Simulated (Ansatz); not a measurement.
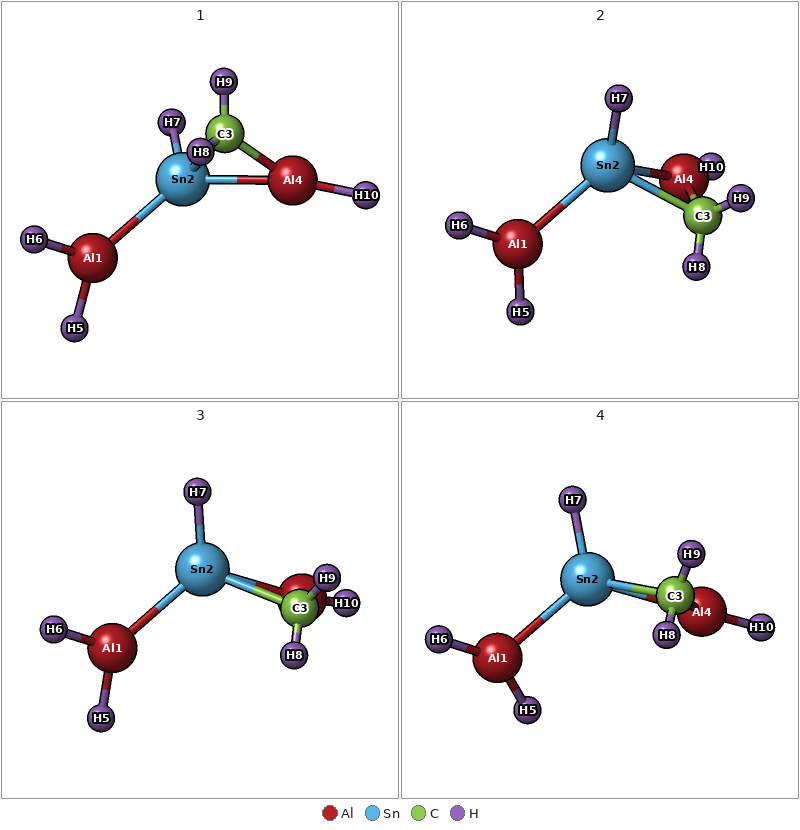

CH6Al2Sn, SMILES [AlH2][SnH]1[CH2][AlH]1. 
- First axis: angle H5–Al1–Sn2. Second axis: dihedral H5–Al1–Sn2–C3.
- Nothing is relaxed (all other coordinates rigid).
- The scan uses a 15 × 15 grid.
- Points are written as (first, second).
- Energies: kJ/mol, counted from the relaxed molecule at the same level.
- Computed with RKS PBE0-D4/def2-SVP (Ansatz).

The numbered pictures are structures from this grid.

### Rank them by energy, lowest first.

2, at (116.9°, −36°): 0.49 kJ/mol; 3, at (129.7°, −60°): 13 kJ/mol; 1, at (136.1°, −132°): 31 kJ/mol; 4, at (91.1°, −84°): 49 kJ/mol.

The map, with the structures marked:

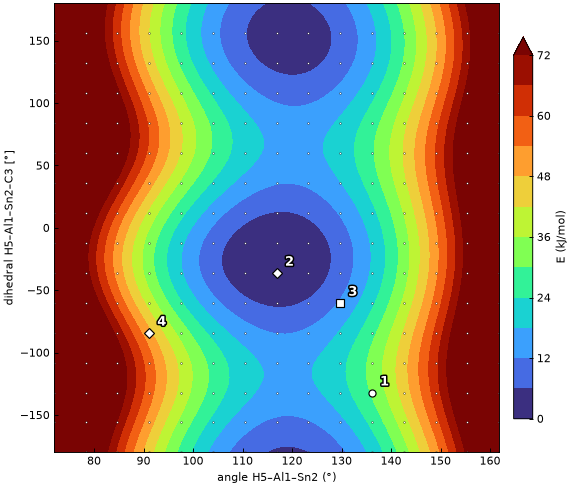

The picture shows filled contours, dots at the grid points, one colour for all values above the top of the scale. Between grid points the surface is interpolated.
